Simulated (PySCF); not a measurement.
C$_{2}$H$_{6}$Al, doublet, SMILES `C[Al]C`.

PySCF calculation, HF/def2-SVP, gas phase; geometry: GFN2-xTB. No frequency check shows the geometry to be a minimum. The stability of the open-shell solution wasn't checked. GFN2-xTB doesn't know the spin state, so this open-shell geometry is rough.

Input

```python
import numpy as np
from pyscf import gto, scf, dft
from pyscf.scf import atom_ks, atom_hf
from scipy.linalg import block_diag

def solve(mol, dm0=None, hcore=None):
    mf = scf.UHF(mol) if mol.spin else scf.RHF(mol)
    mf = mf.density_fit(auxbasis='def2-universal-jkfit')
    mf.conv_tol, mf.max_cycle = 1e-8, 80
    if hcore is not None:
        mf.get_hcore = lambda *args: hcore
    mf.kernel(dm0)
    if not mf.converged:
        mf = mf.newton().run(mf.mo_coeff, mf.mo_occ, max_cycle=30)
    assert mf.converged, 'SCF not converged'
    return mf

mol = gto.M(atom='''
C      1.81599    -0.33816    -0.00032
Al     0.00006     0.55159    -0.00001
C     -1.81607    -0.33814     0.00033
H      2.41228    -0.06175     0.87786
H      2.41196    -0.06189    -0.87875
H      1.74776    -1.43288     0.00314
H     -1.74786    -1.43286    -0.00304
H     -2.41236    -0.06179    -0.87788
H     -2.41204    -0.06165     0.87874
''', basis='def2-svp', charge=0, spin=1, verbose=4)
mf = solve(mol)
mf.analyze()
# spherically averaged free atoms, for the promolecule
atm = scf.atom_hf.get_atm_nrhf(mol)
pro = block_diag(*[(atm[a[0]][2] * atm[a[0]][3]) @ atm[a[0]][2].T for a in mol._atom])
np.savez('result.npz', e=mf.e_tot, c=mf.mo_coeff, occ=mf.mo_occ, eps=mf.mo_energy, pro=pro, dip=mf.dip_moment(verbose=0), s2=mf.spin_square()[0])
```

Launched as:

```sh
OMP_NUM_THREADS=1 python input.py
```

The run took 1.7 s on 1 thread of Intel(R) Xeon(R) Platinum 8488C (Sapphire Rapids), with other jobs on the host, peak memory 0.31 GiB.

Partitions, critical points and surface values were worked out afterwards from this run's density.

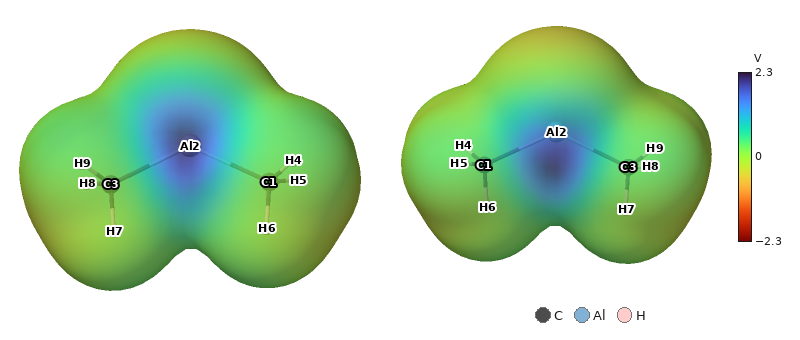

Electrostatic potential on the surface of electron density 0.001 a.u. (back view left, front view right).

Where are the extremes of the potential on the surface?

Highest: 2.28 V, 1.9 Å from Al2, and at like points elsewhere. Lowest: −0.49 V, 2.7 Å from Al2. Further minima include −0.42 V, near H6 (1.85 Å), H5 (1.86 Å), H4 (1.93 Å) and C1 (2.00 Å), and at like points elsewhere. The surface is sampled at points, so like sites can differ by a few per cent and only the strongest of them is named.

What volume does the surface enclose, and what is the dipole moment?

About 107 Å³; the dipole moment is 0.4 D.
